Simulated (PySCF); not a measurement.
## A study: C3H10O, SMILES `O.CCC`

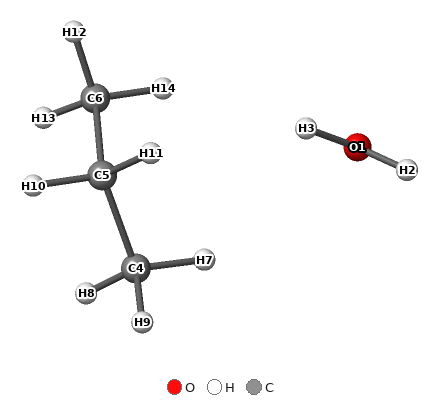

The molecule, with its atoms numbered as below. The pair's geometry is semi-empirical, so its contact may be too short or too long.

Geometry (Å), atoms numbered from 1:

```
O1      -2.5512   -0.1577   -0.0703
H2      -3.1837    0.3359    0.4549
H3      -1.8114   -0.3719    0.5030
C4       0.7308    1.2859   -0.2792
C5       1.1366    0.0771    0.5561
C6       1.0796   -1.2105   -0.2578
H7      -0.2727    1.1561   -0.6782
H8       1.4140    1.4118   -1.1159
H9       0.7523    2.1937    0.3200
H10      2.1511    0.2215    0.9351
H11      0.4767   -0.0071    1.4244
H12      1.3330   -2.0697    0.3596
H13      1.7841   -1.1640   -1.0852
H14      0.0839   -1.3603   -0.6699
```

### 1. Bonding charge

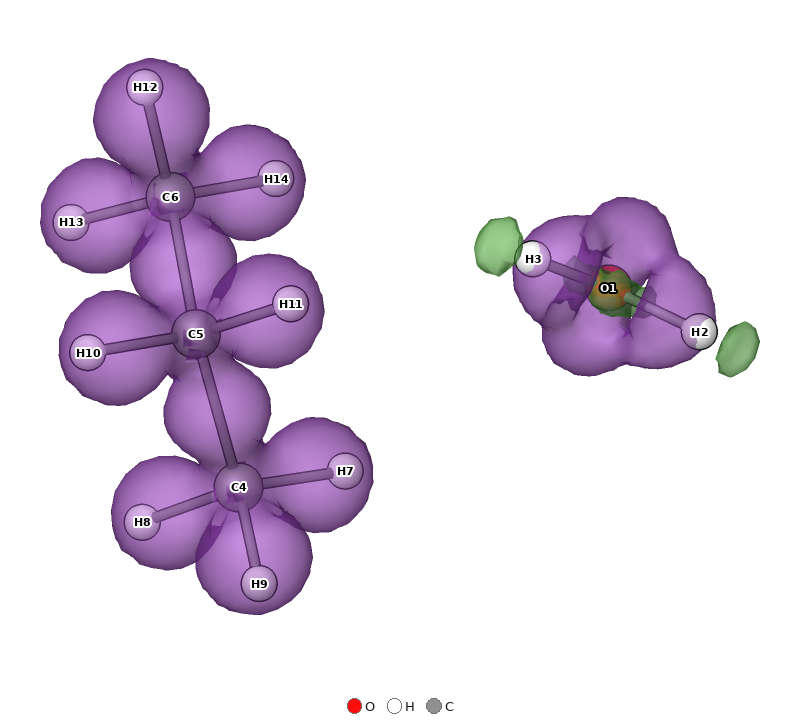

Deformation density (molecule less spherical, spin-averaged free atoms at the same positions), surfaces at ±0.15 e/Å³; purple: gain, green: loss.

PySCF calculation, HF/6-311G**, gas phase; geometry: GFN2-xTB.

Describe the bonding that the map shows.

Answer. The five largest and four smallest: O1–H2: +0.73 e/Å³ at the bond critical point (bond length 0.96 Å, Mayer order 1.0). O1–H3: +0.73 e/Å³ at the bond critical point (bond length 0.96 Å, Mayer order 0.9). C4–H7: +0.70 e/Å³ at the bond critical point (bond length 1.09 Å, Mayer order 1.0). C5–H10: +0.69 e/Å³ at the bond critical point (bond length 1.09 Å, Mayer order 1.0). C6–H14: +0.69 e/Å³ at the bond critical point (bond length 1.09 Å, Mayer order 1.0). C4–H9: +0.68 e/Å³ at the bond critical point (bond length 1.09 Å, Mayer order 1.0). C5–H11: +0.67 e/Å³ at the bond critical point (bond length 1.09 Å, Mayer order 1.0). C5–C6: +0.57 e/Å³ at the bond critical point (bond length 1.52 Å, Mayer order 1.0). C4–C5: +0.57 e/Å³ at the bond critical point (bond length 1.52 Å, Mayer order 1.0). In all, 2.8 electrons gather in the regions of gain relative to the promolecule.

Where do the Hirshfeld charges lie?

Answer. The highest Hirshfeld charge is on H2 (+0.18 e), the lowest on O1 (−0.35 e).

| atom | charge (e) |
| --- | --- |
| O1 | −0.35 |
| H2 | +0.18 |
| H3 | +0.17 |
| C4 | −0.11 |
| C5 | −0.07 |
| C6 | −0.10 |
| H7 | +0.04 |
| H8 | +0.04 |
| H9 | +0.03 |
| H10 | +0.04 |
| H11 | +0.03 |
| H12 | +0.04 |
| H13 | +0.04 |
| H14 | +0.04 |

### 2. Bond critical points

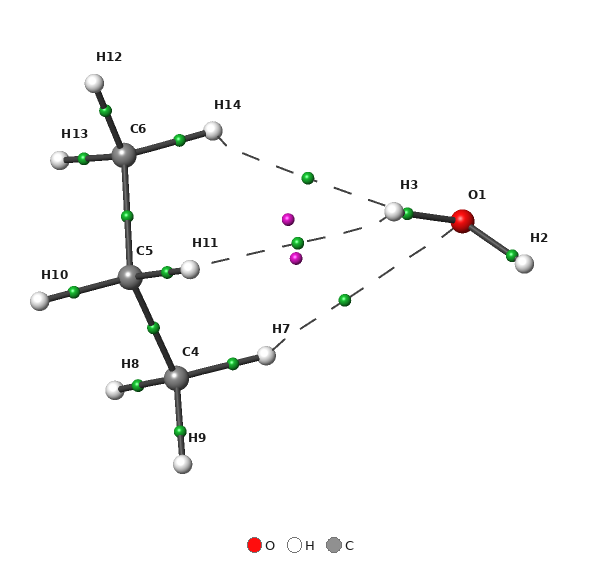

Molecular graph of the electron density (QTAIM): bond paths, bond critical points (green), ring points (magenta, if any); weak paths are dashed.

How many critical points of each kind are there, and does the count close?

Answer. 14 nuclei, 15 bond, 2 ring and 0 cage critical points: 14 − 15 + 2 − 0 = 1, as the Poincaré–Hopf relation requires.

Give the properties at the bond critical points.

Answer.
| bond | length (Å) | ρ (a.u.) | ∇²ρ (a.u.) | ε | H (a.u.) |
| --- | --- | --- | --- | --- | --- |
| O1–H2 | 0.959 | 0.372 | −2.67 | 0.03 | −0.737 |
| O1–H3 | 0.960 | 0.370 | −2.66 | 0.03 | −0.734 |
| C4–H7 | 1.088 | 0.284 | −1.02 | 0.01 | −0.299 |
| C6–H14 | 1.088 | 0.282 | −1.02 | 0.01 | −0.298 |
| C6–H13 | 1.088 | 0.282 | −1.01 | 0.01 | −0.298 |
| C5–H10 | 1.093 | 0.282 | −1.01 | 0.00 | −0.297 |
| C4–H8 | 1.088 | 0.282 | −1.01 | 0.01 | −0.298 |
| C6–H12 | 1.088 | 0.282 | −1.01 | 0.01 | −0.298 |
| C4–H9 | 1.088 | 0.281 | −1.01 | 0.01 | −0.298 |
| C5–H11 | 1.094 | 0.279 | −1.00 | 0.00 | −0.296 |
| C5–C6 | 1.524 | 0.255 | −0.69 | 0.01 | −0.224 |
| C4–C5 | 1.524 | 0.255 | −0.69 | 0.01 | −0.224 |
| O1–H7 | 2.699 | 0.006 | +0.02 | 0.41 | +0.001 |
| H3–H14 | 2.438 | 0.004 | +0.02 | 0.22 | +0.001 |
| H3–H11 | 2.493 | 0.003 | +0.01 | 0.61 | +0.001 |

What kind of interaction is C4–H7?

Answer. Shared-shell (covalent): ρ = 0.284, ∇²ρ = −1.02, H = −0.299 a.u.

Are there bond paths between atoms that aren't covalently bonded?

Answer. Yes: O1–H7 (2.70 Å, ρ = 0.006); H3–H14 (2.44 Å, ρ = 0.004); H3–H11 (2.49 Å, ρ = 0.003).

### 3. Local ionisation energy

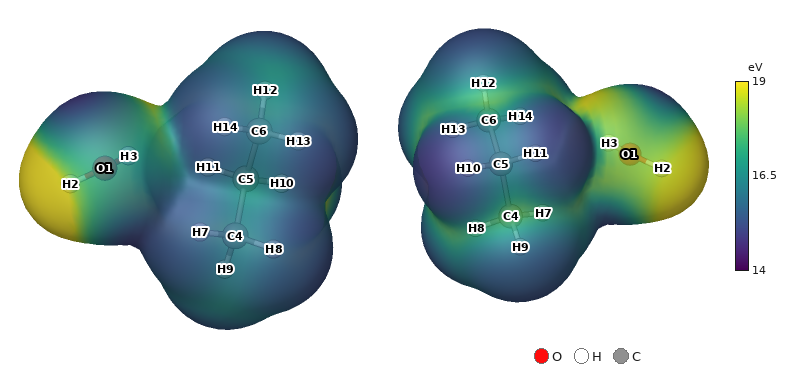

Average local ionisation energy on the surface of electron density 0.001 a.u. (back view left, front view right).

Locate the minima of the map.

Answer. The lowest value is 14.8 eV, 1.4 Å from H10. Further minima include 14.9 eV, 1.4 Å from H11; 14.9 eV, 1.8 Å from O1; 14.9 eV, near H7 (1.77 Å) and O1 (1.86 Å). For comparison, the highest occupied orbital lies at −12.8 eV.

### 4. Weak contacts

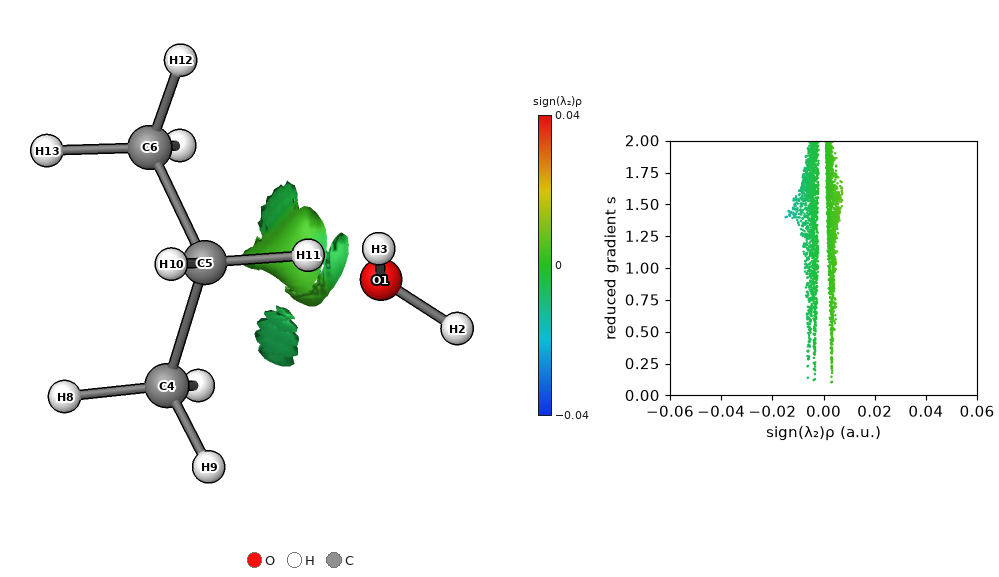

Non-covalent interaction surfaces between the fragments (reduced density gradient s = 0.5, coloured by sign(λ₂)ρ in a.u.; trimmed to the region between the fragments where ρ is under 0.06 a.u.). Fragment A: H2O (atoms 1–3); fragment B: H8C3. The plot gives s against sign(λ₂)ρ for grid points between the fragments.

Computed with PySCF, HF/6-311G**, geometry: GFN2-xTB.

How strongly are they bound?

Answer. The counterpoise-corrected interaction energy of the frozen fragments is +0.7 kcal/mol without dispersion correction and −1.4 kcal/mol with D3(BJ). The pair geometry is semi-empirical, not a minimum at this level.

### 5. Binding density

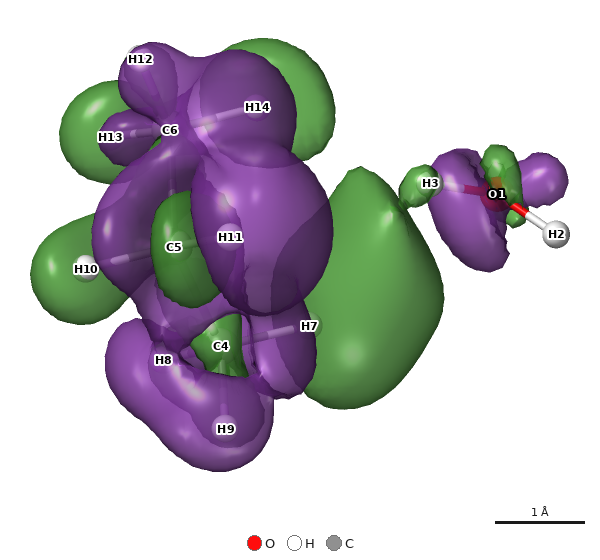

Density of the complex less the densities of the two fragments at the same geometry, ±0.001 e/Å³ (purple: gain, green: loss). Fragment A: H2O (atoms 1–3); fragment B: H8C3.

How is the density rearranged on binding?

Answer. Hirshfeld charges show almost no net transfer (under 0.005 e). By Hirshfeld charges, electrons gather most on H11 (−0.008 e) and leave H7 most (+0.010 e); 0.05 e is displaced in all, which induces a dipole of 0.23 D.

The PySCF runs shown took 1.7 s and 3 s on 1 thread of Arm Neoverse V2, on a shared host.
